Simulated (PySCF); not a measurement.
```xyz
18

C    -2.2432   -0.7547    0.5703
C    -1.3218    0.4663    0.5048
C    -0.0926    0.1869   -0.2520
C     0.2129   -0.3676   -1.5966
O     1.5518    0.1420   -1.5005
C     1.2999    0.7091   -0.2091
C     2.2460    0.1372    0.8559
F     2.0541    0.7856    2.0478
H    -2.5116   -1.0785   -0.4324
H    -1.7449   -1.5765    1.0779
H    -3.1523   -0.5117    1.1142
H    -1.0468    0.7895    1.5118
H    -1.8825    1.2930    0.0400
H     0.2016   -1.4604   -1.7060
H    -0.3308    0.0711   -2.4458
H     1.4116    1.8058   -0.2062
H     2.0543   -0.9260    1.0266
H     3.2855    0.2953    0.5542
```

Geometry: GFN2-xTB.

The calculation used UKS B3LYP, pcH-1 on C F H O, non-relativistic, mean-field spin-orbit, GIAO (PySCF 2.14.0, density-fitted response routines).

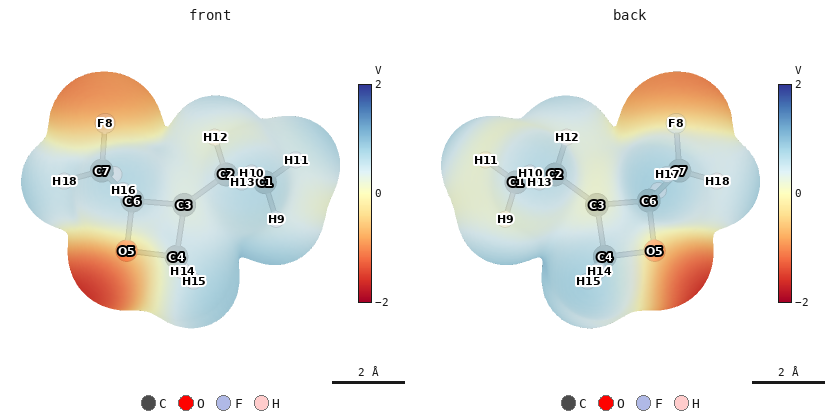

C6H10FO (doublet). The electrostatic potential painted on the density surface at 0.002 e/bohr³, seen from the front and from behind; red is negative and blue positive.

**Which sites attract a positive test charge, and which a negative one?**

A positive charge is drawn to the negative regions and a negative charge to the positive ones. The most negative region (about −1.5 V) lies over O5, the most positive (about +0.9 V) over C4 and H9. O5 is the likeliest acceptor of a hydrogen bond.
